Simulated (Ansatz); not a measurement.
H₅NO₃Si

The calculation's input:

```
crystal:
  periodic: [false, false, false]
  atoms:
    - { symbol: Si, position_ang: [-0.6753, -0.2231, 0.0007] }
    - { symbol: "N", position_ang: [1.3984, 0.0603, -0.3513] }
    - { symbol: O, position_ang: [-0.5451, -0.6887, -1.4847] }
    - { symbol: H, position_ang: [0.7096, -0.4374, -1.3899] }
    - { symbol: O, position_ang: [-1.3731, 1.1695, 0.4542] }
    - { symbol: O, position_ang: [-0.8229, -1.2446, 1.2327] }
    - { symbol: H, position_ang: [2.0474, -0.5689, 0.0921] }
    - { symbol: H, position_ang: [1.8147, 0.9742, -0.4342] }
    - { symbol: H, position_ang: [-1.4679, 1.8545, -0.2017] }
    - { symbol: H, position_ang: [-1.0856, -0.8958, 2.0821] }
basis:
  gaussian: { orbitals: def2-SVP }
hamiltonian:
  xc: pbe
  dispersion: d4
relax:
  f_tol: 0.15
  max_steps: 25
  restrain:
    - { distance: [3, 1], at: 2.32, k: 30.0 }
    - { distance: [0, 1], at: 1.82, k: 30.0 }
    - { distance: [3, 2], at: 0.97, k: 30.0 }
output:
  orbitals: {}
```

Run with:

```sh
ansatz run input.yaml --threads 2 --pin off --max-ram 3072MiB --backend cpu --events-out ev --progress --plain --runs-dir out
```

The fields are those of the run's last geometry, not of the input's.

Not at a stationary point (largest force 1.1 eV/Å).

The calculation used RKS PBE-D4/def2-SVP (Ansatz).

### What can the converged electron density and electron localisation function tell about the bonding?

Si–O (1.67 Å): ρ is about 1.1 e/Å³ halfway; the ELF peaks at about 0.85 between the atoms; a polar covalent bond.
Si–N (1.79 Å): ρ at the midpoint is about 1 e/Å³; the ELF peaks at about 0.90 between the atoms, as expected for a shared but strongly polarised pair.
N–H (1.03 Å): ρ at the midpoint is about 2.7 e/Å³; the ELF climbs to about 1 towards the hydrogen, as it does in any bond to H (an ordinary covalent bond to hydrogen).

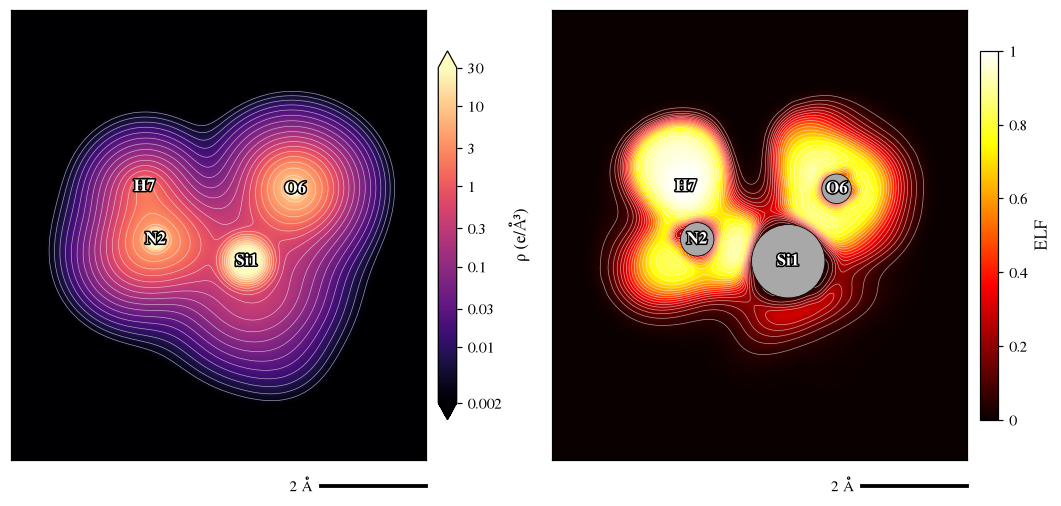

Computed electron density and electron localisation function on the plane of atoms Si1, N2 and H7, in this order. Grey discs cover the atomic cores in the ELF map. 
